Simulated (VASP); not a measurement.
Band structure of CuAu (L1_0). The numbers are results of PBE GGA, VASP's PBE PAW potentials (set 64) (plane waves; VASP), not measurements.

Unless said otherwise, spin-orbit coupling is left out, though it shifts the bands of the heavy elements here.

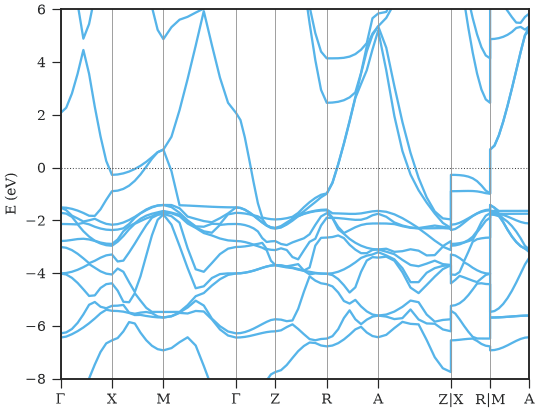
Fig. 1. Bands along high-symmetry lines, zero at the valence-band maximum or, without a gap, the Fermi level

Read the plot: is there a gap, and where are the band edges?

It has no gap at this level: it comes out as a metal or semimetal. (Edges off the drawn lines would not show.)

The compound is CuAu in the L1_0 structure. It was relaxed first.
